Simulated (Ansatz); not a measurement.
## Electronic structure of C11H14HfO in real space

```xyz
27

C    -1.4295   -2.5677    1.3247
O    -0.4675   -1.6776    0.8900
Hf    0.1965    0.0347    0.2693
C    -1.4372    1.2233   -1.2051
C    -0.7629    2.2395   -0.4865
C    -1.1149    2.1203    0.8715
C    -2.0179    1.0397    0.9934
C    -2.2256    0.4962   -0.2868
C     2.2375    0.9664   -0.9570
C     2.7307    0.1708    0.0986
C     2.3693   -1.1687   -0.1613
C     1.6461   -1.2006   -1.3700
C     1.5604    0.1216   -1.8614
H    -1.4897   -3.4369    0.6574
H    -2.4262   -2.1052    1.3676
H    -1.1882   -2.9341    2.3295
H     0.8531    0.6873    1.8644
H    -1.3961    1.0614   -2.2718
H    -0.0947    2.9757   -0.9071
H    -0.7588    2.7403    1.6785
H    -2.4448    0.6751    1.9161
H    -2.8498   -0.3532   -0.5236
H     2.3508    2.0364   -1.0481
H     3.2891    0.5231    0.9510
H     2.5682   -2.0148    0.4790
H     1.2181   -2.0790   -1.8307
H     1.0840    0.4258   -2.7814
```

Geometry: PBE0-D4/def2-TZVP; core potentials replace the inner electrons of Hf.

All numbers below come from RKS PBE0-D4/def2-TZVPP (Ansatz).

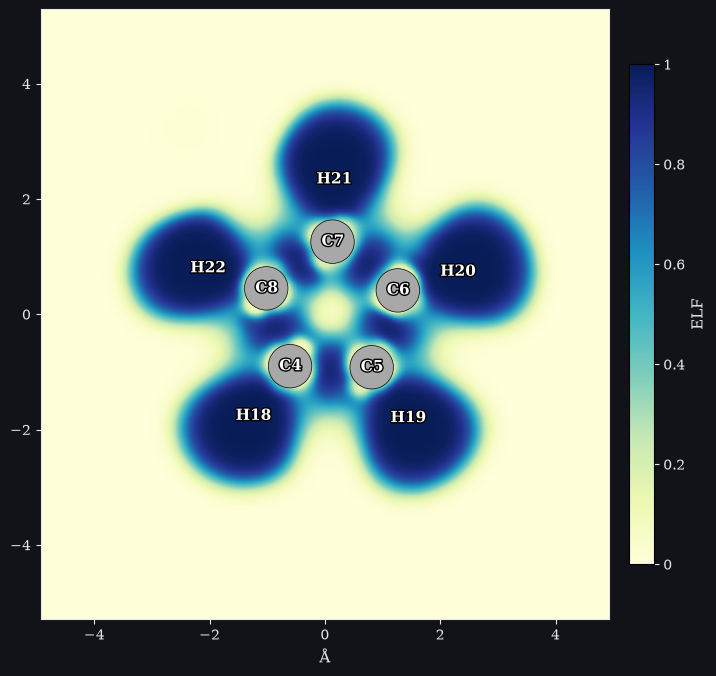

Figure 1. Electron localisation function on the plane of atoms C4, C5 and H19. Grey discs cover the atomic cores.

**Read the bonding off the picture.**

- Atoms in the plane: C and H.
- C–C (1.41 Å): the ELF peaks at about 0.95 between the atoms: a covalent bond.
- C–H (1.08 Å): the ELF climbs to about 1 towards the hydrogen, as it does in any bond to H: a covalent bond by its length.

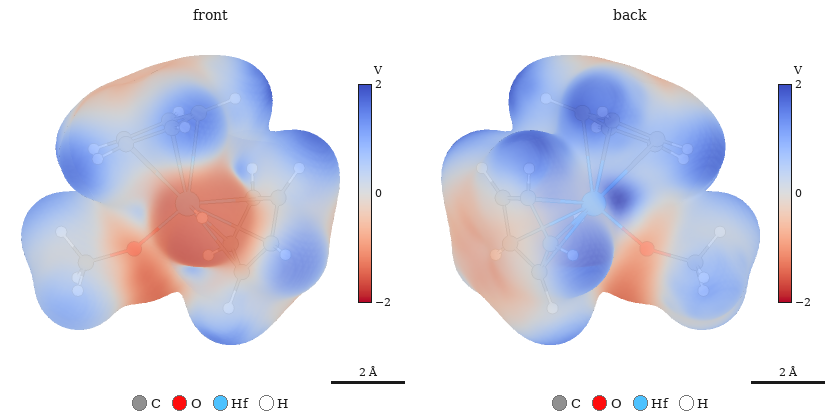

Figure 2. The electrostatic potential painted on the density surface at 0.004 e/bohr³, seen from the front and from behind; red is negative and blue positive.

**Which sites attract a positive test charge, and which a negative one?**

A positive charge is drawn to the negative regions and a negative charge to the positive ones. The most negative region (about −1.4 V, or −32 kcal/mol for a unit charge) lies over H17, the most positive (about +1.7 V, or +39 kcal/mol for a unit charge) over the H and Hf atoms.

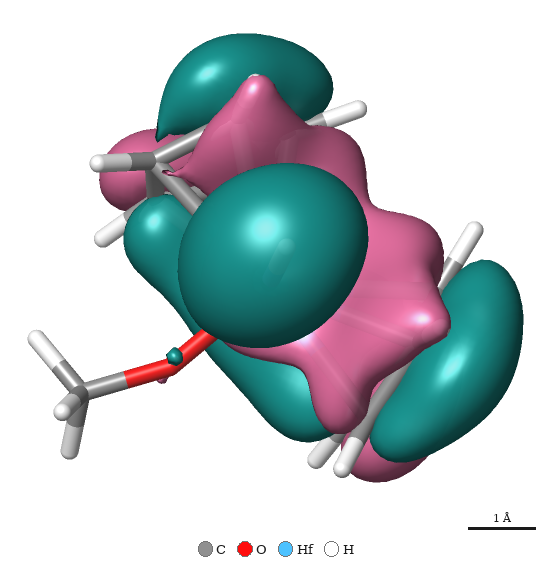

Figure 3. The HOMO−1 at ±0.06 Å⁻³ᐟ² (teal and pink are the two phases), seen at a tilt.

**Describe this orbital and give its energy.**

Its weight (Hirshfeld) is mainly on Hf3 (about 25 %), H17 (about 20 %), C10 (about 10 %) and C12 (about 5 %). Its energy is −6.90 eV.
